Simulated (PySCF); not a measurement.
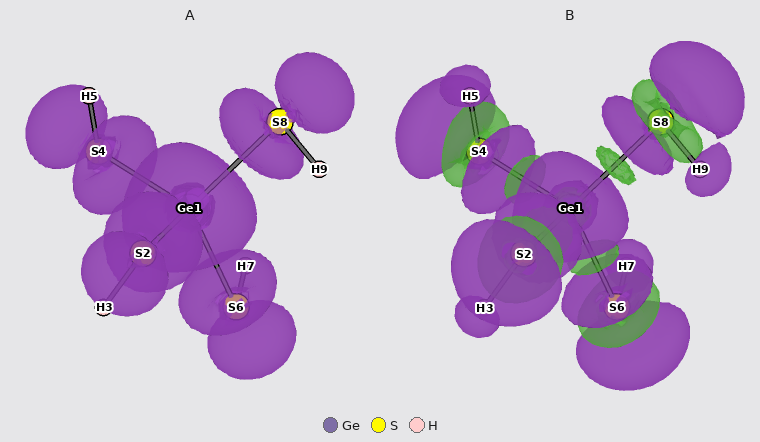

Figure. Ge(SH)4 (GeH$_{4}$S$_{4}$). The Fukui function f⁺ from two separate SCF calculations and the density of the LUMO, at ±0.015 e/Å³ (purple positive, green negative).

Method: PBE0/def2-SVP; geometry: GFN2-xTB; program: PySCF. No frequency check shows the geometry to be a minimum. GFN2-xTB bond lengths at metals and heavier atoms can be off by up to 0.1 Å and shapes distorted, which carries into these values.

The calculation's input:

```python
import numpy as np
from pyscf import gto, scf, dft
from pyscf.scf import atom_ks, atom_hf
from scipy.linalg import block_diag

def solve(mol, dm0=None, hcore=None):
    mf = (dft.UKS if mol.spin else dft.RKS)(mol, xc='pbe0')
    mf.grids.level = 3
    mf = mf.density_fit(auxbasis='def2-universal-jkfit')
    mf.conv_tol, mf.max_cycle = 1e-8, 80
    if hcore is not None:
        mf.get_hcore = lambda *args: hcore
    mf.kernel(dm0)
    if not mf.converged:
        mf = mf.newton().run(mf.mo_coeff, mf.mo_occ, max_cycle=30)
    assert mf.converged, 'SCF not converged'
    return mf

mol = gto.M(atom='''
Ge     0.00086     0.00177    -0.00029
S     -1.46986     1.14122    -1.29007
H     -2.09912     0.04206    -1.68064
S      1.45655    -1.20189    -1.24879
H      2.02538    -0.12336    -1.76804
S     -1.16493    -1.43009     1.30968
H     -0.07533    -2.05892     1.72625
S      1.18004     1.49287     1.22852
H      0.09280     2.04993     1.74220
''', basis='def2-svp', charge=0, spin=0, verbose=4)
mf = solve(mol)
out = dict(e0=mf.e_tot, dm0=mf.make_rdm1(), c=mf.mo_coeff, occ=mf.mo_occ, eps=mf.mo_energy)
for name, dq, spin in [('cation', 1, 1), ('anion', -1, 1)]:
    ion = mol.copy().set(charge=mol.charge + dq, spin=spin).build()
    mi = solve(ion)
    if spin and dq > 0 and mol.nao < 130:
        c, _, stable, _ = mi.stability(return_status=True)
        if not stable:
            mi = solve(ion, mi.make_rdm1(c, mi.mo_occ))
    print(name, 'vertical energy change / eV', (mi.e_tot - mf.e_tot) * 27.211386)
    out.update({'e_' + name: mi.e_tot, 'dm_' + name: mi.make_rdm1(), 's2_' + name: mi.spin_square()[0], 'eps_' + name: mi.mo_energy, 'occ_' + name: mi.mo_occ})
# spherically averaged free atoms, for the promolecule
atm = atom_ks.get_atm_nrks(mol, xc='pbe0')
pro = block_diag(*[(atm[a[0]][2] * atm[a[0]][3]) @ atm[a[0]][2].T for a in mol._atom])
np.savez('result.npz', pro=pro, **out)
```

Command:

```sh
OMP_NUM_THREADS=1 python input.py
```

The run took 5.2 min on 1 thread of AMD EPYC (Zen 3) (shared host), peak memory 0.76 GiB.

Partitions, critical points and surface values were worked out afterwards from this run's density.

**Which panel is which, and how good is the frozen-orbital picture?**

B is f⁺ (it has negative regions), A the LUMO density. The LUMO lies on Ge1 (28 %) and S2, S4, S6 and S8 (17 % each); f⁺ (Hirshfeld-condensed) is largest on S2 (0.18), S4 (0.18) and S6 (0.18); the vertical electron affinity is −0.30 eV (the stability of the anion's solution wasn't checked; negative, but this basis has no diffuse functions, so it doesn't show that the anion is unbound). Relaxation shifts 15 % of the electron between atoms. The orbital energy is −1.48 eV.
